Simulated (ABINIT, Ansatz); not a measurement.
# SnH2 (Fm-3m): zone-centre phonons, part 2 of 2

Which modes does SnH2 (Fm-3m) have at the zone centre?

ABINIT 10.8.3; DFT LDA, scalar-relativistic, plane waves, HGH norm-conserving pseudopotentials.

So far. Step 2 (Relaxing the cell and atoms): The volume changes by -0.3 % from the cell with which this run began. Step 4 (Linear response at Γ): The acoustic modes at Γ come out as far as 0.7 cm⁻¹ from zero, where they should vanish, a small numerical error. The lowest optical mode is imaginary, 319i cm⁻¹, an instability at this level and on this k mesh. The relaxed cell has a = 5.233 Å (conventional setting).

The structure was built from a prototype and need not be the compound's stable phase.

## (5) Modes with the sum rule

anaddb reads the merged derivatives and imposes the acoustic sum rule.

Input file anaddb.abi:

```
ddb_filepath "gamma_DDB"
output_file "anaddb.abo"
outdata_prefix "anaddb"
asr 1
chneut 1
enunit 2
eivec 1
nph1l 1
qph1l 0.0 0.0 0.0 1.0
```

Input file mrgddb.in:

```
gamma_DDB
merged
2
dfpt_gammao_DDB
gso_DDB
```

Started as:

```sh
> mrgddb < mrgddb.in > mrgddb.log
> OMP_NUM_THREADS=1 anaddb anaddb.abi > anaddb.log
```

anaddb.abo, the main output file:

```text
-outvars_anaddb: echo values of input variables ----------------------

 Miscellaneous information :
      enunit         2
       eivec         1
         asr         1
 First list of wavevector (reduced coord.) :
       nph1l         1
       qph1l
                     0.00000000E+00  0.00000000E+00  0.00000000E+00    1.000E+00

================================================================================

 read the DDB information and perform some checks

  ==== Info on the Cryst% object ====
 Real(R)+Recip(G) space primitive vectors, cartesian coordinates (Bohr,Bohr^-1):
 R(1)= -4.9443953  0.0000000  4.9443953  G(1)= -0.1011246 -0.1011246  0.1011246
 R(2)=  0.0000000  4.9443953  4.9443953  G(2)=  0.1011246  0.1011246  0.1011246
 R(3)= -4.9443953  4.9443953  0.0000000  G(3)= -0.1011246  0.1011246 -0.1011246
 Unit cell volume ucvol=  2.4175171E+02 bohr^3
 Angles (23,13,12)=  6.00000000E+01  6.00000000E+01  6.00000000E+01 degrees
 Time-reversal symmetry is present
 Reduced atomic positions [iatom, xred, symbol]:
    1)    0.0000000  0.0000000  0.0000000  Sn
    2)    0.7500000  0.7500000  0.7500000   H
    3)    0.2500000  0.2500000  0.2500000   H

 DDB file with 3 blocks has been read.

================================================================================

 Treat the first list of vectors

  Phonon wavevector (reduced coordinates) :  0.00000  0.00000  0.00000
 Phonon energies in Hartree :
  -1.452657E-03 -1.452657E-03 -1.452657E-03  1.183649E-08  1.195161E-08
   1.229103E-08  2.939391E-03  2.939391E-03  2.939391E-03
 Phonon energies in meV     :
- -3.952882E+01 -3.952882E+01 -3.952882E+01  3.220872E-04  3.252198E-04
-  3.344559E-04  7.998491E+01  7.998491E+01  7.998491E+01
 Phonon frequencies in cm-1    :
- -3.188214E+02 -3.188214E+02 -3.188214E+02  2.597808E-03  2.623075E-03
-  2.697569E-03  6.451218E+02  6.451218E+02  6.451218E+02
 Phonon frequencies in Thz     :
- -9.558026E+00 -9.558026E+00 -9.558026E+00  7.788034E-05  7.863780E-05
-  8.087108E-05  1.934027E+01  1.934027E+01  1.934027E+01
 Phonon energies in Kelvin  :
- -4.587129E+02 -4.587129E+02 -4.587129E+02  3.737667E-03  3.774019E-03
-  3.881200E-03  9.281864E+02  9.281864E+02  9.281864E+02

 Eigendisplacements
 (will be given, for each mode : in cartesian coordinates
   for each atom the real part of the displacement vector,
   then the imaginary part of the displacement vector - absolute values smaller than 1.0d-7 are set to zero)
  Mode number    1   Energy   -1.452657E-03
 Attention : low frequency mode.
   (Could be unstable or acoustic mode)
-  1  0.00000000E+00  3.18059128E-07  2.77767571E-04
-     0.00000000E+00  0.00000000E+00  0.00000000E+00
-  2 -6.52542475E-07 -1.87308533E-05 -1.63580390E-02
-     0.00000000E+00  0.00000000E+00  0.00000000E+00
-  3 -6.52542475E-07 -1.87308533E-05 -1.63580390E-02
-     0.00000000E+00  0.00000000E+00  0.00000000E+00
  Mode number    2   Energy   -1.452657E-03
 Attention : low frequency mode.
   (Could be unstable or acoustic mode)
-  1  0.00000000E+00  2.77767568E-04 -3.18060650E-07
-     0.00000000E+00  0.00000000E+00  0.00000000E+00
-  2 -2.25156445E-06 -1.63580389E-02  1.87309430E-05
-     0.00000000E+00  0.00000000E+00  0.00000000E+00
-  3 -2.25156445E-06 -1.63580389E-02  1.87309430E-05
-     0.00000000E+00  0.00000000E+00  0.00000000E+00
  Mode number    3   Energy   -1.452657E-03
 Attention : low frequency mode.
   (Could be unstable or acoustic mode)
-  1  2.77767750E-04  0.00000000E+00  0.00000000E+00
-     0.00000000E+00  0.00000000E+00  0.00000000E+00
-  2 -1.63580496E-02  2.25231017E-06  6.49963878E-07
-     0.00000000E+00  0.00000000E+00  0.00000000E+00
-  3 -1.63580496E-02  2.25231017E-06  6.49963878E-07
-     0.00000000E+00  0.00000000E+00  0.00000000E+00
  Mode number    4   Energy    1.183649E-08
 Attention : low frequency mode.
   (Could be unstable or acoustic mode)
-  1  0.00000000E+00  0.00000000E+00 -2.13167117E-03
-     0.00000000E+00  0.00000000E+00  0.00000000E+00
-  2  0.00000000E+00  0.00000000E+00 -2.13153830E-03
-     0.00000000E+00  0.00000000E+00  0.00000000E+00
-  3  0.00000000E+00  0.00000000E+00 -2.13153830E-03
-     0.00000000E+00  0.00000000E+00  0.00000000E+00
  Mode number    5   Energy    1.195161E-08
 Attention : low frequency mode.
   (Could be unstable or acoustic mode)
-  1  0.00000000E+00 -2.13167117E-03  0.00000000E+00
-     0.00000000E+00  0.00000000E+00  0.00000000E+00
-  2  0.00000000E+00 -2.13153830E-03  0.00000000E+00
-     0.00000000E+00  0.00000000E+00  0.00000000E+00
-  3  0.00000000E+00 -2.13153830E-03  0.00000000E+00
-     0.00000000E+00  0.00000000E+00  0.00000000E+00
  Mode number    6   Energy    1.229103E-08
 Attention : low frequency mode.
   (Could be unstable or acoustic mode)
-  1  2.13167117E-03  0.00000000E+00  0.00000000E+00
-     0.00000000E+00  0.00000000E+00  0.00000000E+00
-  2  2.13153830E-03  0.00000000E+00  0.00000000E+00
-     0.00000000E+00  0.00000000E+00  0.00000000E+00
-  3  2.13153830E-03  0.00000000E+00  0.00000000E+00
-     0.00000000E+00  0.00000000E+00  0.00000000E+00
  Mode number    7   Energy    2.939391E-03
-  1  0.00000000E+00  0.00000000E+00  0.00000000E+00
-     0.00000000E+00  0.00000000E+00  0.00000000E+00
-  2  9.75258800E-07 -1.04144678E-06  1.64963404E-02
-     0.00000000E+00  0.00000000E+00  0.00000000E+00
-  3 -9.75258800E-07  1.04144678E-06 -1.64963404E-02
-     0.00000000E+00  0.00000000E+00  0.00000000E+00
  Mode number    8   Energy    2.939391E-03
-  1  0.00000000E+00  0.00000000E+00  0.00000000E+00
-     0.00000000E+00  0.00000000E+00  0.00000000E+00
-  2  2.11701431E-06  1.64963403E-02  1.04132162E-06
-     0.00000000E+00  0.00000000E+00  0.00000000E+00
-  3 -2.11701431E-06 -1.64963403E-02 -1.04132162E-06
-     0.00000000E+00  0.00000000E+00  0.00000000E+00
  Mode number    9   Energy    2.939391E-03
-  1  0.00000000E+00  0.00000000E+00  0.00000000E+00
-     0.00000000E+00  0.00000000E+00  0.00000000E+00
-  2  1.64963403E-02 -2.11695274E-06 -9.75392441E-07
-     0.00000000E+00  0.00000000E+00  0.00000000E+00
-  3 -1.64963403E-02  2.11695274E-06  9.75392441E-07
-     0.00000000E+00  0.00000000E+00  0.00000000E+00

 Analysis of degeneracies and characters (maximum tolerance=1.00E-06 a.u.)
 For each vibration mode, or group of modes if degenerate,
 the characters are given for each symmetry operation (see the list in the log file).
 Symmetry characters of vibration mode #   1
       degenerate with vibration modes #   2 to    3
  3.0 -3.0 -1.0  1.0 -1.0  1.0 -1.0  1.0  1.0 -1.0 -1.0  1.0  1.0 -1.0 -1.0  1.0
 -0.0  0.0  0.0 -0.0 -0.0  0.0  0.0 -0.0  1.0 -1.0 -1.0  1.0 -1.0  1.0  1.0 -1.0
 -0.0  0.0 -0.0  0.0  0.0 -0.0  0.0 -0.0  1.0 -1.0  1.0 -1.0 -1.0  1.0 -1.0  1.0
 Symmetry characters of vibration mode #   4
       degenerate with vibration modes #   5 to    6
  3.0 -3.0 -1.0  1.0 -1.0  1.0 -1.0  1.0  1.0 -1.0 -1.0  1.0  1.0 -1.0 -1.0  1.0
  0.0 -0.0 -0.0  0.0  0.0 -0.0 -0.0  0.0  1.0 -1.0 -1.0  1.0 -1.0  1.0  1.0 -1.0
  0.0 -0.0  0.0 -0.0 -0.0  0.0 -0.0  0.0  1.0 -1.0  1.0 -1.0 -1.0  1.0 -1.0  1.0
 Symmetry characters of vibration mode #   7
       degenerate with vibration modes #   8 to    9
  3.0  3.0 -1.0 -1.0 -1.0 -1.0 -1.0 -1.0  1.0  1.0 -1.0 -1.0  1.0  1.0 -1.0 -1.0
  0.0  0.0 -0.0 -0.0  0.0  0.0 -0.0 -0.0  1.0  1.0 -1.0 -1.0 -1.0 -1.0  1.0  1.0
  0.0  0.0  0.0  0.0 -0.0 -0.0 -0.0 -0.0  1.0  1.0  1.0  1.0 -1.0 -1.0 -1.0 -1.0
-
```

Run time: 0.68 s. Hardware: 1 thread of Intel Xeon at 2.70GHz, shared host.

Read from the output:

```yaml
lowest_optical_zone_centre_mode: -318.8 cm⁻¹
```

No LO-TO term; unit eigenvectors of the mass-weighted matrix, from anaddb's displacements. The modes at Γ (shares of kinetic energy by element, %) (negative means imaginary):

| mode | frequency (cm⁻¹) | symmetry | Sn % | H % |
| --- | --- | --- | --- | --- |
| 1 | -318.8 | T1u | 2 | 98 |
| 2 | -318.8 | T1u | 2 | 98 |
| 3 | -318.8 | T1u | 2 | 98 |
| 4 | 0.0 | acoustic | 98 | 2 |
| 5 | 0.0 | acoustic | 98 | 2 |
| 6 | 0.0 | acoustic | 98 | 2 |
| 7 | 645.1 | T2g | 0 | 100 |
| 8 | 645.1 | T2g | 0 | 100 |
| 9 | 645.1 | T2g | 0 | 100 |

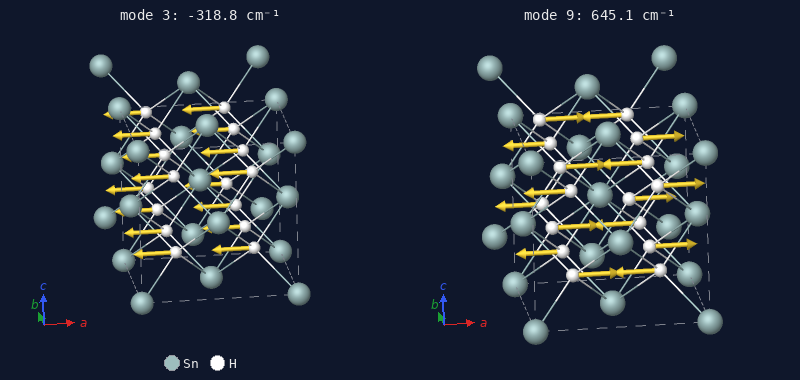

Displacement patterns of modes 3 and 9 at Γ; arrows are exaggerated. 1×2×1 conventional cells are drawn. Some periodic images of atoms are drawn too.

The rule moves no optical mode by more than 0.1 cm⁻¹.

## (6) Sum rules set otherwise (asr 0)

Without the rule the raw error of the acoustic modes shows.

anaddb.abi: that of step 5 with these lines changed.

```diff
@@ -3,4 +3,4 @@
 outdata_prefix "anaddb"
-asr 1
-chneut 1
+asr 0
+chneut 0
 enunit 2
```

mrgddb.in is that of step 5.

anaddb.abo, the main output file:

```text
-outvars_anaddb: echo values of input variables ----------------------

 Miscellaneous information :
      enunit         2
       eivec         1
      chneut         0
 First list of wavevector (reduced coord.) :
       nph1l         1
       qph1l
                     0.00000000E+00  0.00000000E+00  0.00000000E+00    1.000E+00

================================================================================

 read the DDB information and perform some checks

  ==== Info on the Cryst% object ====
 Real(R)+Recip(G) space primitive vectors, cartesian coordinates (Bohr,Bohr^-1):
 R(1)= -4.9443953  0.0000000  4.9443953  G(1)= -0.1011246 -0.1011246  0.1011246
 R(2)=  0.0000000  4.9443953  4.9443953  G(2)=  0.1011246  0.1011246  0.1011246
 R(3)= -4.9443953  4.9443953  0.0000000  G(3)= -0.1011246  0.1011246 -0.1011246
 Unit cell volume ucvol=  2.4175171E+02 bohr^3
 Angles (23,13,12)=  6.00000000E+01  6.00000000E+01  6.00000000E+01 degrees
 Time-reversal symmetry is present
 Reduced atomic positions [iatom, xred, symbol]:
    1)    0.0000000  0.0000000  0.0000000  Sn
    2)    0.7500000  0.7500000  0.7500000   H
    3)    0.2500000  0.2500000  0.2500000   H

 DDB file with 3 blocks has been read.

================================================================================

 Treat the first list of vectors

  Phonon wavevector (reduced coordinates) :  0.00000  0.00000  0.00000
 Phonon energies in Hartree :
  -1.452828E-03 -1.452828E-03 -1.452828E-03 -3.277054E-06 -3.277054E-06
  -3.277052E-06  2.939306E-03  2.939306E-03  2.939306E-03
 Phonon energies in meV     :
- -3.953345E+01 -3.953345E+01 -3.953345E+01 -8.917318E-02 -8.917317E-02
- -8.917314E-02  7.998258E+01  7.998258E+01  7.998258E+01
 Phonon frequencies in cm-1    :
- -3.188588E+02 -3.188588E+02 -3.188588E+02 -7.192302E-01 -7.192301E-01
- -7.192298E-01  6.451031E+02  6.451031E+02  6.451031E+02
 Phonon frequencies in Thz     :
- -9.559147E+00 -9.559147E+00 -9.559147E+00 -2.156198E-02 -2.156198E-02
- -2.156197E-02  1.933970E+01  1.933970E+01  1.933970E+01
 Phonon energies in Kelvin  :
- -4.587667E+02 -4.587667E+02 -4.587667E+02 -1.034812E+00 -1.034812E+00
- -1.034811E+00  9.281594E+02  9.281594E+02  9.281594E+02

 Eigendisplacements
 (will be given, for each mode : in cartesian coordinates
   for each atom the real part of the displacement vector,
   then the imaginary part of the displacement vector - absolute values smaller than 1.0d-7 are set to zero)
  Mode number    1   Energy   -1.452828E-03
 Attention : low frequency mode.
   (Could be unstable or acoustic mode)
-  1  0.00000000E+00 -5.15172935E-07 -2.77702452E-04
-     0.00000000E+00  0.00000000E+00  0.00000000E+00
-  2 -5.06184655E-06  3.03463039E-05  1.63580857E-02
-     0.00000000E+00  0.00000000E+00  0.00000000E+00
-  3 -5.06184655E-06  3.03463039E-05  1.63580857E-02
-     0.00000000E+00  0.00000000E+00  0.00000000E+00
  Mode number    2   Energy   -1.452828E-03
 Attention : low frequency mode.
   (Could be unstable or acoustic mode)
-  1  1.10912360E-07  2.77702443E-04 -5.15138598E-07
-     0.00000000E+00  0.00000000E+00  0.00000000E+00
-  2 -6.53330163E-06 -1.63580851E-02  3.03442812E-05
-     0.00000000E+00  0.00000000E+00  0.00000000E+00
-  3 -6.53330163E-06 -1.63580851E-02  3.03442812E-05
-     0.00000000E+00  0.00000000E+00  0.00000000E+00
  Mode number    3   Energy   -1.452828E-03
 Attention : low frequency mode.
   (Could be unstable or acoustic mode)
-  1  2.77702908E-04 -1.10752760E-07  0.00000000E+00
-     0.00000000E+00  0.00000000E+00  0.00000000E+00
-  2 -1.63581125E-02  6.52390036E-06 -5.07395751E-06
-     0.00000000E+00  0.00000000E+00  0.00000000E+00
-  3 -1.63581125E-02  6.52390036E-06 -5.07395751E-06
-     0.00000000E+00  0.00000000E+00  0.00000000E+00
  Mode number    4   Energy   -3.277054E-06
 Attention : low frequency mode.
   (Could be unstable or acoustic mode)
-  1  0.00000000E+00  0.00000000E+00 -2.13167961E-03
-     0.00000000E+00  0.00000000E+00  0.00000000E+00
-  2  0.00000000E+00  0.00000000E+00 -2.13104096E-03
-     0.00000000E+00  0.00000000E+00  0.00000000E+00
-  3  0.00000000E+00  0.00000000E+00 -2.13104096E-03
-     0.00000000E+00  0.00000000E+00  0.00000000E+00
  Mode number    5   Energy   -3.277054E-06
 Attention : low frequency mode.
   (Could be unstable or acoustic mode)
-  1  0.00000000E+00  2.13167961E-03  0.00000000E+00
-     0.00000000E+00  0.00000000E+00  0.00000000E+00
-  2  0.00000000E+00  2.13104096E-03  0.00000000E+00
-     0.00000000E+00  0.00000000E+00  0.00000000E+00
-  3  0.00000000E+00  2.13104096E-03  0.00000000E+00
-     0.00000000E+00  0.00000000E+00  0.00000000E+00
  Mode number    6   Energy   -3.277052E-06
 Attention : low frequency mode.
   (Could be unstable or acoustic mode)
-  1  2.13167961E-03  0.00000000E+00  0.00000000E+00
-     0.00000000E+00  0.00000000E+00  0.00000000E+00
-  2  2.13104096E-03  0.00000000E+00  0.00000000E+00
-     0.00000000E+00  0.00000000E+00  0.00000000E+00
-  3  2.13104096E-03  0.00000000E+00  0.00000000E+00
-     0.00000000E+00  0.00000000E+00  0.00000000E+00
  Mode number    7   Energy    2.939306E-03
-  1  0.00000000E+00  0.00000000E+00  0.00000000E+00
-     0.00000000E+00  0.00000000E+00  0.00000000E+00
-  2  0.00000000E+00  0.00000000E+00  1.64963405E-02
-     0.00000000E+00  0.00000000E+00  0.00000000E+00
-  3  0.00000000E+00  0.00000000E+00 -1.64963405E-02
-     0.00000000E+00  0.00000000E+00  0.00000000E+00
  Mode number    8   Energy    2.939306E-03
-  1  0.00000000E+00  0.00000000E+00  0.00000000E+00
-     0.00000000E+00  0.00000000E+00  0.00000000E+00
-  2  1.33216829E-06  1.64963404E-02  0.00000000E+00
-     0.00000000E+00  0.00000000E+00  0.00000000E+00
-  3 -1.33216829E-06 -1.64963404E-02  0.00000000E+00
-     0.00000000E+00  0.00000000E+00  0.00000000E+00
  Mode number    9   Energy    2.939306E-03
-  1  0.00000000E+00  0.00000000E+00  0.00000000E+00
-     0.00000000E+00  0.00000000E+00  0.00000000E+00
-  2  1.64963404E-02 -1.33216829E-06  0.00000000E+00
-     0.00000000E+00  0.00000000E+00  0.00000000E+00
-  3 -1.64963404E-02  1.33216829E-06  0.00000000E+00
-     0.00000000E+00  0.00000000E+00  0.00000000E+00

 Analysis of degeneracies and characters (maximum tolerance=1.00E-06 a.u.)
 For each vibration mode, or group of modes if degenerate,
 the characters are given for each symmetry operation (see the list in the log file).
 Symmetry characters of vibration mode #   1
       degenerate with vibration modes #   2 to    3
  3.0 -3.0 -1.0  1.0 -1.0  1.0 -1.0  1.0  1.0 -1.0 -1.0  1.0  1.0 -1.0 -1.0  1.0
  0.0 -0.0 -0.0  0.0  0.0 -0.0 -0.0  0.0  1.0 -1.0 -1.0  1.0 -1.0  1.0  1.0 -1.0
  0.0 -0.0  0.0 -0.0 -0.0  0.0 -0.0  0.0  1.0 -1.0  1.0 -1.0 -1.0  1.0 -1.0  1.0
 Symmetry characters of vibration mode #   4
       degenerate with vibration modes #   5 to    6
  3.0 -3.0 -1.0  1.0 -1.0  1.0 -1.0  1.0  1.0 -1.0 -1.0  1.0  1.0 -1.0 -1.0  1.0
  0.0 -0.0 -0.0  0.0  0.0 -0.0 -0.0  0.0  1.0 -1.0 -1.0  1.0 -1.0  1.0  1.0 -1.0
  0.0 -0.0  0.0 -0.0 -0.0  0.0 -0.0  0.0  1.0 -1.0  1.0 -1.0 -1.0  1.0 -1.0  1.0
 Symmetry characters of vibration mode #   7
       degenerate with vibration modes #   8 to    9
  3.0  3.0 -1.0 -1.0 -1.0 -1.0 -1.0 -1.0  1.0  1.0 -1.0 -1.0  1.0  1.0 -1.0 -1.0
  0.0  0.0 -0.0 -0.0  0.0  0.0 -0.0 -0.0  1.0  1.0 -1.0 -1.0 -1.0 -1.0  1.0  1.0
  0.0  0.0  0.0  0.0 -0.0 -0.0 -0.0 -0.0  1.0  1.0  1.0  1.0 -1.0 -1.0 -1.0 -1.0
-
```

The job ended after 0.73 s (1 thread).

Read from the output:

```
lowest optical zone-centre mode : -318.9 cm⁻¹
```

Zone-centre frequencies as printed; negative means imaginary. Modes:

| mode | frequency (cm⁻¹) |
| --- | --- |
| 1 | -318.9 |
| 2 | -318.9 |
| 3 | -318.9 |
| 4 | -0.72 |
| 5 | -0.72 |
| 6 | -0.72 |
| 7 | 645.1 |
| 8 | 645.1 |
| 9 | 645.1 |

## (7) Outcome

| Quantity | Value |
| --- | --- |
| space group after relaxation | Fm-3m |
| volume per atom | 11.9 Å³ |
| highest optical zone-centre mode (no LO-TO term) | 645.1 cm⁻¹ |
| lowest optical zone-centre mode | -318.8 cm⁻¹ |
| imaginary optical modes at the zone centre (no q mesh in this session) | yes |

**Reading.** At the LDA level the optical modes of SnH2 (Fm-3m) at the zone centre run from 319i to 645 cm⁻¹, so the structure is a saddle point, with 3 modes beyond 10i cm⁻¹ there. The base run is for a cell under -0.36 GPa; after a relaxation such a stress comes from settings that changed since (cutoff, k mesh or smearing). These are harmonic frequencies at zero temperature: anharmonic shifts and linewidths and thermal expansion are left out. The HGH files keep few electrons and have no core correction, which is cheap but rough for Sn. In a metal the frequencies hang on the k mesh and the smearing, most of all near Kohn anomalies. The structure is a hypothetical one, built on a prototype.

[Host names and launcher messages were left out of these logs when they were recorded.]

[Logs are printed without paths, hosts, clocks, repeated set-up lines and the standing remarks that a program may print on its own settings, such as how far it seeks lower states.]

[Hosts, paths, dates, database ids (printed as entryN), source tags and the programs' standing remarks are cut or masked in the printed files.]
